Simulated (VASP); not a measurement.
Energy against volume of InSb (zinc blende). These are PBEsol GGA, VASP's PBE PAW potentials (set 64) (plane waves; VASP) values and carry that method's errors.

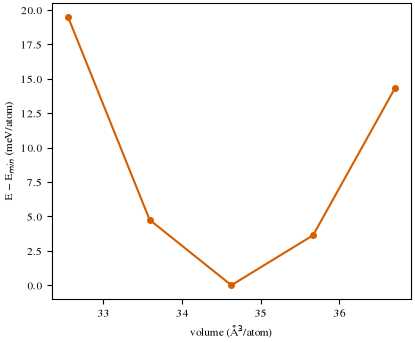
Fig. 1. Energy against volume

Task: Estimate the equilibrium volume and the bulk modulus.

Result: The minimum lies near 34.7 Å³/atom, and the curvature gives B0 of about 43 GPa.

Measured: bulk modulus 46.1 GPa at 0 K (computed value off by -7.2 %), as given by Daniel Mejia-Rodriguez et al., Physical Review B (2018), arXiv:1807.09216 [0 K value with the zero-point phonon effect removed]; a 6.468 Å at 0 K (computed value off by +0.8 %), as given by Daniel Mejia-Rodriguez et al., Physical Review B (2018), arXiv:1807.09216 [static lattice: zero-point anharmonic expansion removed].

The compound is InSb in the zinc blende structure. It was relaxed first.
